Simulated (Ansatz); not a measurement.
B: structures and their energies

12 relaxations of B ended in 7 distinct structures. All values below come from PBEsol (plane waves to 420 eV, PAW, scalar-relativistic; Ansatz, a quantum-chemistry and plane-wave program).

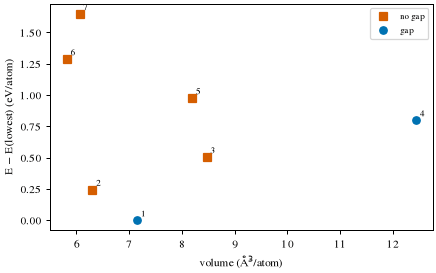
Figure: Energy against volume of the distinct structures, numbered as in the table

```tsv
#	space group	Pearson	type	E − E(lowest) (eV/atom)	V (Å³/atom)	gap (eV, no SOC)	coordination	runs ending here
1	R-3m	hR12	AFLOW prototype A_hR12_166_2h (as in B)	0.000	7.15	1.34	–	2
2	Cmce	oS8	–	0.24	6.30	0.00	–	2
3	Pmmn	oP2	–	0.50	8.47	0.00	–	1
4	I4₁32	cI8	–	0.799	12.43	1.41	–	1
5	Fd-3m	cF8	diamond type	0.98	8.20	0.00	B 4 (tetrahedral)	2
6	Fm-3m	cF4	fcc (Cu type)	1.29	5.82	0.00	B 12 (cuboctahedral)	2
7	Im-3m	cI2	bcc (W type)	1.65	6.06	0.00	B 8 (cubic)	2
```

Coordination numbers (neighbours up to the widest gap in distance over summed covalent radii, below 1.35; n+m marks a second, longer set). R-3m, hR12, AFLOW prototype A_hR12_166_2h (as in B) is the lowest of the structures calculated here.

```cif
data_B36
_chemical_formula_sum 'B36'
_space_group_name_H-M_alt 'R-3m :H'
_space_group_IT_number 166
_space_group_name_Hall '-R 3 2"'
_cell_length_a 4.87626
_cell_length_b 4.87626
_cell_length_c 12.49929
_cell_angle_alpha 90.000
_cell_angle_beta 90.000
_cell_angle_gamma 120.000
loop_
_atom_site_label
_atom_site_type_symbol
_atom_site_symmetry_multiplicity
_atom_site_Wyckoff_symbol
_atom_site_fract_x
_atom_site_fract_y
_atom_site_fract_z
_atom_site_occupancy
B1 B 18 h 0.23785 0.11893 0.10832 1
B2 B 18 h 0.19727 0.39454 0.02433 1
```
(The calculation used a cell of 12 atoms; values per cell refer to that cell.)

 1 generated cell of layers, chains or molecules, poorly bound without dispersion, is left out. Each run could gain symmetry but not lose that of its start, so entries can be saddle points. From databases, or of a type measured for this composition: R-3m, hR12, AFLOW prototype A_hR12_166_2h (as in B); the others are generated cells (placed on structure types, drawn at random, substituted or restacked) that were not matched to a known phase here. The real structure of this composition may not be among these. Static energies at zero pressure. The runs use different k-meshes, so differences are rounded accordingly. No spin polarisation in the result. Gaps of cells over 8 atoms come from the SCF mesh and high-symmetry points alone.
